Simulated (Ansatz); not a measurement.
```tsv
atom	x (Å)	y (Å)	z (Å)
C	0.0996	-1.2130	2.4773
C	-0.5855	-0.9246	1.5334
O	-1.3330	-0.6264	0.5364
Al	-0.9798	0.2006	-0.9427
C	0.8277	0.8237	-1.2316
H	0.6949	-1.4732	3.3172
H	-2.2497	0.3229	-1.8641
H	1.5379	-0.0054	-1.1552
H	1.1126	1.5467	-0.4609
H	0.9584	1.2977	-2.2069
```

Geometry: PBE0-D4/def2-TZVP.

Computed with RKS PBE0-D4/def2-TZVPP in Ansatz.

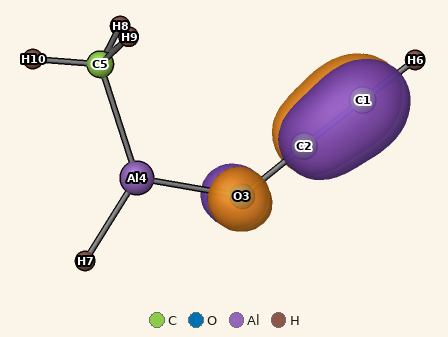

C3H5AlO (SMILES C#C[O][AlH][CH3]). The HOMO at ±0.2 Å⁻³ᐟ² (orange and purple are the two phases), seen across its widest extent.

> Describe this orbital and give its energy.

By Hirshfeld shares it lies mainly on C1 (about 45 %), C2 (about 30 %) and O3 (about 15 %); π-bonding across C1–C2. Its energy is −6.94 eV.
